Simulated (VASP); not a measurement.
Band structure of ZrC (rock salt). Method: revTPSS meta-GGA, VASP's PBE PAW potentials (set 64) (plane waves; VASP).

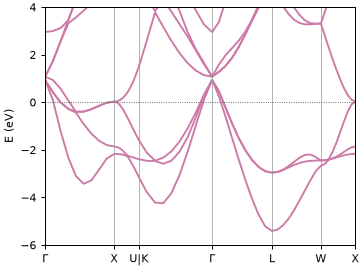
Fig. 1. Bands along high-symmetry lines, zero at the valence-band maximum or, without a gap, the Fermi level

Q: Read the plot: is there a gap, and where are the band edges?

A: It has no gap at this level: it comes out as a metal or semimetal.

The compound is ZrC in the rock salt structure. It was relaxed first.
